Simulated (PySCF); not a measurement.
C4H14AlNOSi, SMILES [CH3][Al]([CH3])[NH][Si](C)(C)O at its GFN2-xTB optimised geometry (Å):

```
22

Si    -1.9192     2.3397     0.0401
C     -2.3016     3.2965    -1.5634
C     -2.1888     3.4609     1.5542
O     -2.9193     1.0552     0.1696
N     -0.2857     1.7107     0.0000
Al     0.5116     0.0915     0.0000
C     -0.6131    -1.5606    -0.0054
C      2.5041     0.0915     0.0000
H     -1.7253     4.2136    -1.6330
H     -3.3518     3.5659    -1.6049
H     -2.0793     2.6999    -2.4431
H     -1.6290     4.3871     1.4731
H     -3.2379     3.7187     1.6528
H     -1.8830     2.9670     2.4712
H     -2.5210     0.1928     0.0719
H      0.3947     2.4625    -0.0361
H     -1.2795    -1.6192    -0.8730
H     -1.2477    -1.6437     0.8835
H      0.0069    -2.4625    -0.0288
H      2.9157     0.6557     0.8431
H      2.9139     0.5527    -0.9044
H      2.9193    -0.9183     0.0573
```

Calculation: PBE0/def2-SVP (PySCF).

Map of the HOMO amplitude (bohr^(-3/2)) on the plane z = 1.0 Å; orbital energy -7.01 eV, overall sign arbitrary:

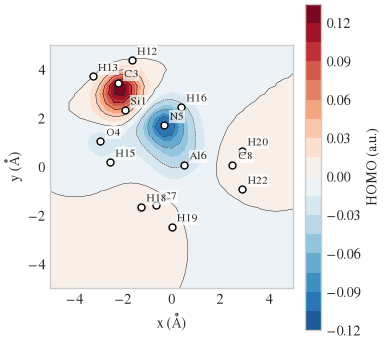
Figure: HOMO amplitude (bohr^(-3/2)) on the plane z = 1.0 Å.
